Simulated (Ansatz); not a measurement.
## Run report: C2H4InN, geometry relaxation (part 2 of 2)

The same run, continued: C2H4InN; RKS PBE-D4/def2-SVP (Ansatz 0.2.0). The geometry: force-field start.

Geometry of the input (Å):
```
C  0.9179  1.1325  -1.0142
C  1.5062  1.6673  -0.1325
In 0.4939  -0.0374  1.1701
N  -1.1261  -1.7254  -0.1539
H  0.3086  0.7367  -1.8282
H  -0.2856  0.5561  1.9973
H  -0.1649  -1.6333  0.1056
H  -1.5579  -0.7536  -0.1999
```

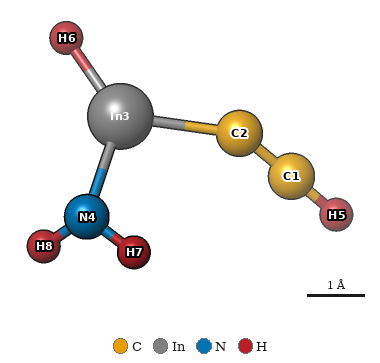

The geometry at step 15 of the log (ball-and-stick view, seen at a tilt; atoms are numbered from 1 in the order of the input).

### Trajectory as extended XYZ, continued
```
8
Properties=species:S:1:pos:R:3:forces:R:3 step=6 energy=-8792.30560
C     0.9056    1.0491   -1.2016    0.1662   0.3055   0.2834
C     1.4664    1.3087   -0.1005   -0.6786  -0.6452  -0.3459
In    0.0897    0.1647    1.2299    0.1574   0.1328  -0.2937
N    -0.8382   -1.4785    0.2486    0.3685   0.3071  -0.9800
H     0.4124    0.8602   -2.1597    0.3087   0.1720   0.0830
H    -0.3438    0.7342    2.7897    0.0501   0.0593   0.1558
H    -0.1287   -1.7788   -0.4789   -0.4204   0.1118   0.6696
H    -1.4712   -0.9167   -0.3831    0.0480  -0.4434   0.4277
8
Properties=species:S:1:pos:R:3:forces:R:3 step=7 energy=-8792.46777
C     0.9243    1.0663   -1.2512    0.2008   0.2972   0.1101
C     1.3805    1.1957   -0.0875   -0.2474  -0.1812  -0.8307
In    0.0248    0.1990    1.2278    0.0093  -0.2157   0.4293
N    -0.8110   -1.4877    0.2743   -0.0034   0.2204  -0.5679
H     0.5299    0.9795   -2.2688    0.2868   0.1357   0.1952
H    -0.3023    0.7329    2.8340   -0.0495   0.0427   0.0198
H    -0.1249   -1.7436   -0.4734   -0.1293   0.0755   0.3800
H    -1.5291   -0.9992   -0.3108   -0.0674  -0.3745   0.2643
8
Properties=species:S:1:pos:R:3:forces:R:3 step=8 energy=-8792.61082
C     0.9622    1.1103   -1.3232    0.2348   0.1566   0.3389
C     1.3472    1.1208   -0.1266   -0.5164  -0.2193  -0.9313
In    0.0245    0.1750    1.2848   -0.0004  -0.0638  -0.0444
N    -0.8012   -1.4997    0.3009   -0.3334   0.2776  -0.1076
H     0.6343    1.1085   -2.3728    0.3199   0.1264   0.4191
H    -0.3267    0.7450    2.8758    0.0133  -0.0096  -0.0258
H    -0.1379   -1.7129   -0.4613    0.1137   0.0134  -0.0166
H    -1.6102   -1.1040   -0.2334    0.1684  -0.2813   0.3676
8
Properties=species:S:1:pos:R:3:forces:R:3 step=9 energy=-8792.59966 accepted=F
C     1.0093    1.1512   -1.3532   -1.1884   0.6594  -6.1734
C     1.2769    1.0523   -0.1976    0.8276  -0.6811   5.3411
In    0.0015    0.1728    1.2928    0.1168   0.0336  -0.0728
N    -0.7869   -1.5180    0.3338   -0.6690   0.2768  -0.1785
H     0.7707    1.2355   -2.4303    0.3161   0.0438   0.7680
H    -0.3263    0.7485    2.8877    0.0120  -0.0189  -0.0690
H    -0.1609   -1.6792   -0.4705   -0.0028   0.0502  -0.0803
H    -1.6922   -1.2202   -0.1184    0.5876  -0.3639   0.4649
8
Properties=species:S:1:pos:R:3:forces:R:3 step=10 energy=-8792.68527
C     0.9799    1.1306   -1.3506    0.0615   0.1098  -0.2211
C     1.3002    1.0765   -0.1478   -0.1870  -0.1021  -0.3149
In    0.0140    0.1685    1.2940   -0.0370  -0.0226   0.0648
N    -0.7968   -1.5006    0.3156   -0.1942   0.0797  -0.0154
H     0.7000    1.1685   -2.4082    0.2612   0.1215   0.2928
H    -0.3242    0.7439    2.8829    0.0086  -0.0122  -0.0146
H    -0.1423   -1.6973   -0.4585    0.0353   0.0405  -0.0334
H    -1.6387   -1.1473   -0.1831    0.0516  -0.2146   0.2417
8
Properties=species:S:1:pos:R:3:forces:R:3 step=11 energy=-8792.75049
C     1.0057    1.1563   -1.3821    0.0824   0.0376   0.0218
C     1.2647    1.0487   -0.1704   -0.1432  -0.0574  -0.2701
In    0.0036    0.1633    1.3015   -0.0403   0.0037   0.0179
N    -0.7944   -1.5108    0.3337   -0.0401   0.0109  -0.0330
H     0.7711    1.2259   -2.4411    0.1987   0.1386   0.0461
H    -0.3242    0.7411    2.8872    0.0083  -0.0026   0.0173
H    -0.1580   -1.6744   -0.4653   -0.0731   0.0519   0.0101
H    -1.6764   -1.2073   -0.1193    0.0073  -0.1827   0.1899
8
Properties=species:S:1:pos:R:3:forces:R:3 step=12 energy=-8792.83405
C     1.0447    1.1905   -1.4211    0.0834  -0.0789   0.4282
C     1.2161    1.0167   -0.2003   -0.1193   0.0640  -0.5478
In   -0.0153    0.1640    1.3083   -0.0318  -0.0210  -0.0330
N    -0.7814   -1.5269    0.3554   -0.2715   0.0600  -0.0534
H     0.8756    1.3046   -2.4855    0.1860   0.1462  -0.0377
H    -0.3227    0.7408    2.8960    0.0054  -0.0028   0.0119
H    -0.1997   -1.6446   -0.4892   -0.0387   0.0575  -0.0332
H    -1.7253   -1.3021   -0.0193    0.1865  -0.2251   0.2650
8
Properties=species:S:1:pos:R:3:forces:R:3 step=13 energy=-8792.91318
C     1.0931    1.2282   -1.4549    0.0116  -0.0926   0.2588
C     1.1754    1.0056   -0.2355   -0.1055   0.0442  -0.3930
In   -0.0354    0.1648    1.2980   -0.0556  -0.0433  -0.0615
N    -0.7913   -1.5446    0.3767    1.4569  -0.0042  -0.0239
H     0.9987    1.3865   -2.5246    0.1887   0.1238   0.0540
H    -0.3217    0.7370    2.8912    0.0131   0.0006   0.0046
H    -0.2721   -1.5959   -0.5241   -0.2627   0.0023   0.2870
H    -1.7547   -1.4386    0.1174   -1.2465  -0.0308  -0.1261
8
Properties=species:S:1:pos:R:3:forces:R:3 step=14 energy=-8792.95620
C     1.1344    1.2588   -1.4838   -0.0356  -0.1792   0.5150
C     1.1240    0.9876   -0.2680    0.0174   0.2632  -0.8672
In   -0.0496    0.1748    1.2970   -0.0539  -0.0456  -0.0525
N    -0.7528   -1.5447    0.3809   -1.8713  -0.0427  -0.1460
H     1.1184    1.4600   -2.5554    0.1729   0.0642   0.2565
H    -0.3169    0.7387    2.8942    0.0090  -0.0067  -0.0097
H    -0.3374   -1.5625   -0.5628   -0.1557   0.0320  -0.0366
H    -1.8279   -1.5699    0.2423    1.9173  -0.0853   0.3405
8
Properties=species:S:1:pos:R:3:forces:R:3 step=15 energy=-8793.08571
C     1.1778    1.2982   -1.5050   -0.0197  -0.1203   0.3880
C     1.1003    1.0031   -0.3040   -0.0813   0.1032  -0.3160
In   -0.0781    0.1810    1.2590    0.0579  -0.0766  -0.0603
N    -0.7609   -1.5703    0.3930   -0.7329   0.0597  -0.3138
H     1.2389    1.5362   -2.5565    0.1501   0.1147  -0.1148
H    -0.3174    0.7385    2.8650   -0.0046  -0.0005  -0.0266
H    -0.4648   -1.5569   -0.6035   -0.1950  -0.0197   0.3495
H    -1.8038   -1.6869    0.3962    0.8255  -0.0603   0.0940
8
Properties=species:S:1:pos:R:3:forces:R:3 step=16 energy=-8793.16593
C     1.2199    1.3654   -1.5384    0.0228  -0.0592   0.2220
C     1.0336    1.0307   -0.3623   -0.0276   0.0722  -0.2946
In   -0.0877    0.1767    1.2141   -0.0188  -0.0534   0.0145
N    -0.7925   -1.5955    0.4307   -0.4490  -0.0063  -0.3392
H     1.4006    1.6536   -2.5661    0.0851   0.0655  -0.0034
H    -0.2986    0.7237    2.8274    0.0001   0.0081  -0.0131
H    -0.5719   -1.6329   -0.5819   -0.1077   0.0016   0.3048
H    -1.8115   -1.7789    0.5209    0.4950  -0.0284   0.1090
8
Properties=species:S:1:pos:R:3:forces:R:3 step=17 energy=-8793.23561
C     1.2739    1.4253   -1.5666   -0.0177  -0.0948   0.3237
C     0.9894    1.0200   -0.4332   -0.0080   0.1127  -0.3081
In   -0.1012    0.1684    1.1698   -0.0070  -0.0560  -0.0884
N    -0.8199   -1.6151    0.4440   -0.2485   0.0456  -0.1028
H     1.5438    1.7822   -2.5523    0.0565   0.0334  -0.0036
H    -0.3018    0.7302    2.7772    0.0184   0.0140   0.0072
H    -0.7068   -1.6776   -0.5793   -0.0821  -0.0290   0.1655
H    -1.7852   -1.8906    0.6846    0.2885  -0.0260   0.0065
8
Properties=species:S:1:pos:R:3:forces:R:3 step=18 energy=-8793.28171
C     1.3284    1.4873   -1.5719    0.1491   0.1279  -0.2556
C     0.9494    1.0440   -0.4876   -0.1624  -0.0543   0.0494
In   -0.1478    0.1805    1.0981    0.0533  -0.0725   0.0941
N    -0.8627   -1.6273    0.4557   -0.3088  -0.0773  -0.1262
H     1.6796    1.8794   -2.5228   -0.0050  -0.0340   0.1472
H    -0.2585    0.7475    2.7194   -0.0269  -0.0060  -0.0471
H    -0.8561   -1.7390   -0.5680    0.0023  -0.0142   0.1410
H    -1.7402   -2.0295    0.8213    0.2984   0.1305  -0.0027
8
Properties=species:S:1:pos:R:3:forces:R:3 step=19 energy=-8793.31486
C     1.3802    1.5673   -1.5880    0.0048  -0.0094   0.0130
C     0.8834    1.0544   -0.5828    0.0130   0.0416  -0.0995
In   -0.1501    0.1611    1.0264    0.0239  -0.0102  -0.0033
N    -0.9157   -1.6450    0.4774   -0.1966  -0.1274  -0.0954
H     1.8201    2.0128   -2.4741   -0.0103  -0.0198   0.0766
H    -0.2397    0.7265    2.6453   -0.0102   0.0179   0.0026
H    -0.9646   -1.8761   -0.5227    0.0121   0.0590   0.1202
H    -1.7215   -2.0582    0.9628    0.1633   0.0484  -0.0142
8
Properties=species:S:1:pos:R:3:forces:R:3 step=20 energy=-8793.31264 accepted=F
C     1.4290    1.6187   -1.5931    0.0532   0.0472  -0.0696
C     0.8724    1.0747   -0.6402   -0.1208  -0.1516   0.0955
In   -0.1408    0.1357    0.9576   -0.1488  -0.0887   0.0557
N    -0.9631   -1.6777    0.4900    0.1168   0.1974  -0.0653
H     1.9222    2.0961   -2.4296    0.0192   0.0217  -0.0178
H    -0.2619    0.7491    2.5618    0.0556  -0.0133   0.0146
H    -1.1407   -1.8811   -0.4976   -0.0065  -0.1179   0.0377
H    -1.6250   -2.1726    1.0955    0.0313   0.1053  -0.0510
8
Properties=species:S:1:pos:R:3:forces:R:3 step=21 energy=-8793.32394
C     1.4009    1.5903   -1.5895    0.0110   0.0096  -0.0169
C     0.8542    1.0577   -0.6229   -0.0126  -0.0051   0.0050
In   -0.1567    0.1561    0.9948   -0.0058  -0.0171  -0.0047
N    -0.9508   -1.6423    0.4732   -0.0283  -0.0028   0.0017
H     1.8825    2.0552   -2.4409    0.0071   0.0021   0.0089
H    -0.2328    0.7348    2.6109    0.0004   0.0035  -0.0027
H    -1.0350   -1.9008   -0.5139   -0.0084   0.0040   0.0222
H    -1.6702   -2.1082    1.0326    0.0365   0.0057  -0.0135
8
Properties=species:S:1:pos:R:3:forces:R:3 step=22 energy=-8793.32447
C     1.4173    1.6091   -1.5911   -0.0848  -0.0748   0.1308
C     0.8368    1.0630   -0.6491    0.0911   0.0885  -0.1555
In   -0.1652    0.1545    0.9700    0.0000  -0.0081  -0.0011
N    -0.9764   -1.6397    0.4732   -0.1241  -0.0993   0.0909
H     1.9274    2.0861   -2.4199   -0.0127  -0.0140   0.0249
H    -0.2269    0.7375    2.5851    0.0028   0.0022   0.0040
H    -1.0877   -1.9231   -0.5039    0.0070   0.0013   0.0266
H    -1.6333   -2.1444    1.0800    0.1208   0.1043  -0.1206
8
Properties=species:S:1:pos:R:3:forces:R:3 step=23 energy=-8793.32528
C     1.4138    1.6082   -1.5896    0.0031   0.0018  -0.0036
C     0.8349    1.0614   -0.6499   -0.0015  -0.0033   0.0017
In   -0.1643    0.1519    0.9702    0.0070   0.0133   0.0026
N    -0.9772   -1.6403    0.4742   -0.0013  -0.0064  -0.0075
H     1.9248    2.0857   -2.4163   -0.0005   0.0014  -0.0015
H    -0.2216    0.7390    2.5839   -0.0010   0.0006   0.0055
H    -1.0784   -1.9271   -0.5023   -0.0013  -0.0032   0.0033
H    -1.6399   -2.1358    1.0741   -0.0045  -0.0043  -0.0005
```

### Key numbers

```tsv
quantity	value
outcome	converged
total energy	−8793.3253 eV
mean-field energy	−8793.1871 eV
dispersion energy	−0.1382 eV
SCF solution under orbital rotations	stable
largest force (length of the vector) at the end	0.015 eV/Å
dipole moment	1.18 D
hardware	2 threads of Arm Neoverse V1, 23 GiB of memory available, shared host
wall time	35 s (CPU time 67 s)
peak memory	0.13 GiB
```
